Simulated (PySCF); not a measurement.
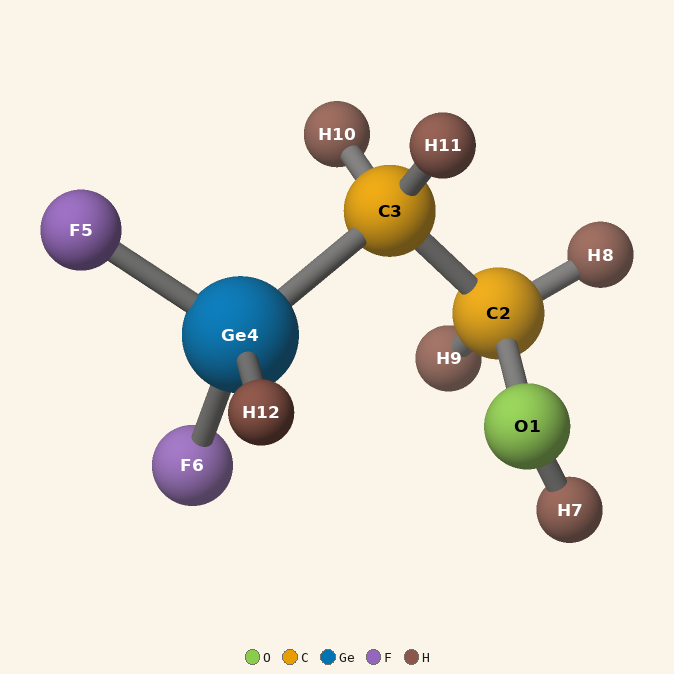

Computed geometry: PBE0-D3(BJ)/def2-SVP optimisation. No frequency run is at hand to confirm it as a minimum. Level of theory: delta-SCF UKS SCAN, pcX-2 on the ionised atom, pcseg-1 elsewhere, non-relativistic (PySCF 2.14.0).

Give the core-electron binding energies (to vacuum) of O1 1s, C2 1s, C3 1s, F5 1s.

| atom | level | binding energy (eV) |
| --- | --- | --- |
| O1 | 1s | 539.0 |
| C2 | 1s | 292.8 |
| C3 | 1s | 290.9 |
| F5 | 1s | 690.6 |
